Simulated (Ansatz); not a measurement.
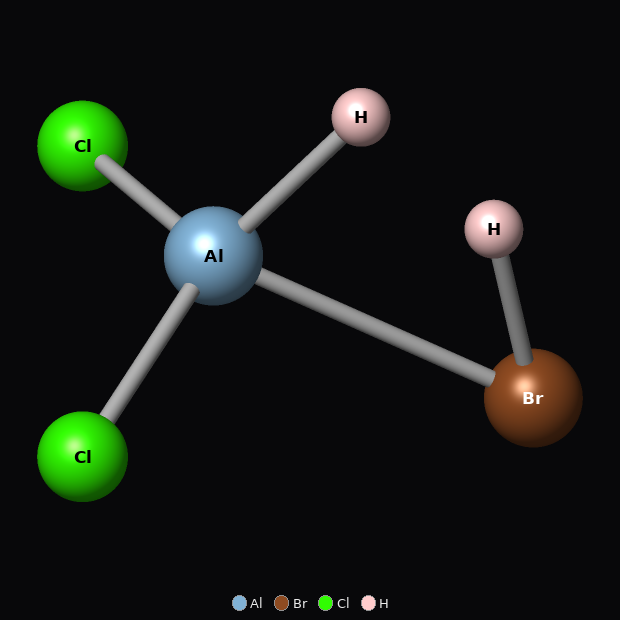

Sticks follow a distance rule. Harmonic vibrations computed with RKS PBE0-D4/def2-TZVP (Ansatz 0.2.0) at a stationary point of the same level.

Minimum or transition state?

Answer. A first-order saddle point: one imaginary frequency, 510i cm⁻¹.

List the wavenumbers.

Answer. 12 modes: 510i, 81, 105, 168, 359, 416, 478, 607, 831, 928, 1544, 1875 cm⁻¹.
